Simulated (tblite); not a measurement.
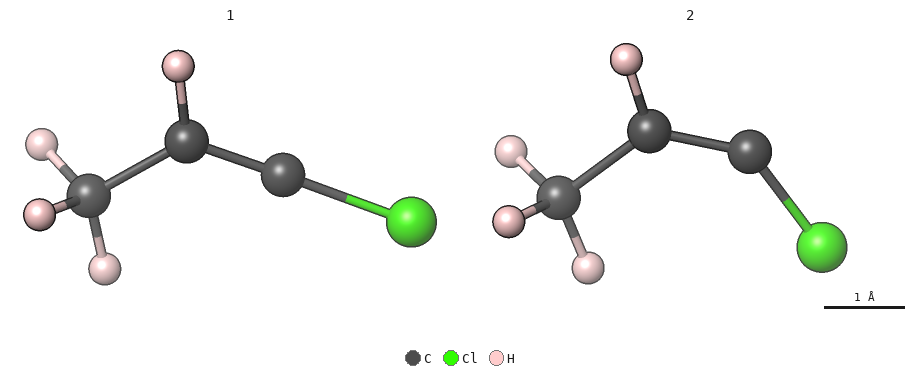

Two geometries of C3H4Cl (multiplicity 2), drawn at one scale. One is the start of a relaxation, the other its converged end. Style: ball-and-stick. Shown at a tilt.

Level of theory: GFN2-xTB geometry optimisation, gas phase in tblite. 

**Which one is relaxed?**

Structure 2 is the relaxed one. The Cl atom moves most after the best rigid fit: 0.73 Å. Largest moves by element: Cl 0.73 Å, C 0.35 Å, H 0.30 Å. Near-neighbour distances that change, for instance: C–Cl 1.758 → 1.659 Å, C–C 1.475 → 1.512 Å, C–H 1.099 → 1.082 Å, C–C 1.307 → 1.301 Å. Among the angles between lasting bonds that change: C–C–Cl 178.5° → 136.2°, C–C–H 117.5° → 115.1°. Over 36 geometry steps the energy falls by 0.528 eV.
